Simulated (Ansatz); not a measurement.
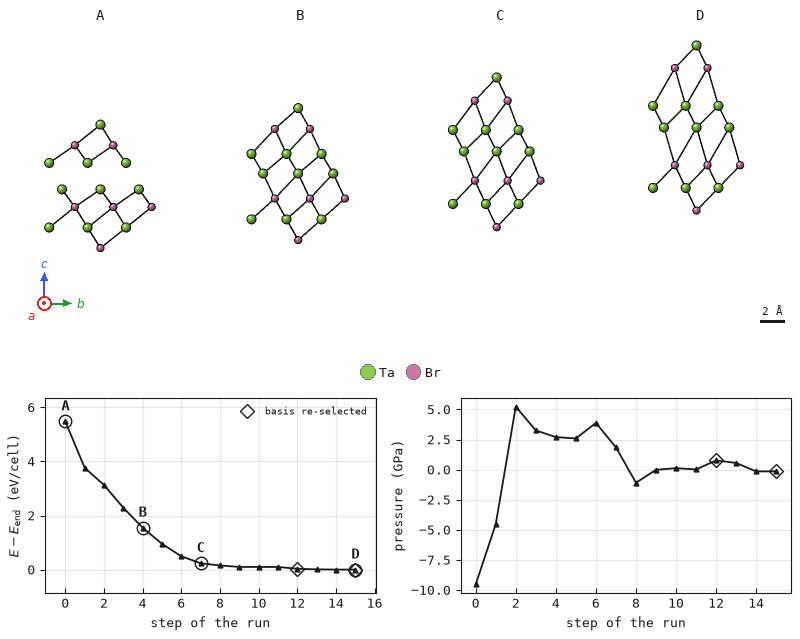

Frames of a relaxation of solid Ta3Br2 (built on the tetradymite_166 type) (coarse preliminary run), marked on the history of the run. The picture is a ball-and-stick view of the atoms within 5.8 Å of the atom that moves most (axes of the conventional cell (3 times the calculation's cell)), seen along the a axis. Lengths and directions refer to the drawn axes.

Case: anti-tetradymite type (R-3m, No. 166).

These are results of DFT PBE, scalar-relativistic, plane waves, PAW (Ansatz 0.2.0), not measurements.

Input
```yaml
crystal:
  lattice:
    - [1.9043212297, 1.0994603746, 8.8274948772]
    - [-1.9043212297, 1.0994603746, 8.8274948772]
    - [0.0, -2.1989207491, 8.8274948772]
  atoms:
    - { symbol: Ta, position: [0.0, 0.0, 0.0] }
    - { symbol: Ta, position: [0.2095, 0.2095, 0.2095] }
    - { symbol: Ta, position: [0.7905, 0.7905, 0.7905] }
    - { symbol: Br, position: [0.4, 0.4, 0.4] }
    - { symbol: Br, position: [0.6, 0.6, 0.6] }
basis:
  ecutwfc: 420
kpoints:
  mp_grid: { grid: [6, 6, 6] }
hamiltonian:
  xc: pbe
scf:
  occupations: { method: gaussian, width: 0.1 }
  lower_state_search: "off"
output:
  forces: true
  stress: true
  eigenvalues: true
relax:
  adjacent_minimum: "off"
  f_tol: 0.04
  max_steps: 70
  cell: { stress_tol: 0.4 }
```

Launched with:
```bash
ansatz run input.yaml --threads 1 --pin off --max-ram 2560MiB --backend cpu --events-out ev --progress --plain --runs-dir out
```

Q: Describe the path.

A: The largest moves relative to the cell, 0.64 Å, are those of Ta2 and Ta3. Ta3 goes along +c. By element the largest moves are Ta 0.64 Å, Br 0.50 Å. The drawn cell changes at constant volume: a = b 3.809 → 3.236 Å (−15.0 %), c 26.482 → 36.691 Å (+38.5 %). Some distances before and after: Ta2–Br5 2.670 → 3.739 Å, Ta1–Ta1 3.809 → 3.236 Å, Br4–Br4 3.809 → 3.236 Å, Ta2–Ta3 3.159 → 2.638 Å. Among the angles between lasting bonds that change: Br4–Ta1–Br4 85.0° → 73.7°, Ta1–Br4–Ta1 85.0° → 73.7°, Br4–Ta1–Br5 95.0° → 106.3°. The space group stays R-3m (No. 166). Over 13 accepted moves (15 points after the start) the energy falls by 5.477 eV per cell of the calculation. Largest force component: 3.4 eV/Å at the start, 0.011 eV/Å at the end. Pressure: −9.53 GPa at the start and −0.14 GPa at the end. The SCF was repeated twice at an unchanged geometry on a basis and grid sized afresh for the cell, which shifted the energy by 66.1 meV per cell of the calculation at most. The run took 2.4 min on 1 thread of Intel(R) Xeon(R) Platinum 8259CL CPU @ 2.50GHz (Skylake/Cascade Lake), with other jobs on the host, peak memory 0.49 GiB. From step 0 to 4: Ta atoms move most (0.38 Å), volume −10.2 %, energy −3.927 eV per cell of the calculation. From step 4 to 7: Ta atoms move most (0.04 Å), energy −1.314 eV per cell of the calculation. From step 7 to 15: Br atoms move most (0.30 Å), volume +11.5 %, energy −0.235 eV per cell of the calculation.

Limits of the set-up: layers or molecules are held without a dispersion correction, so their spacing is unreliable.
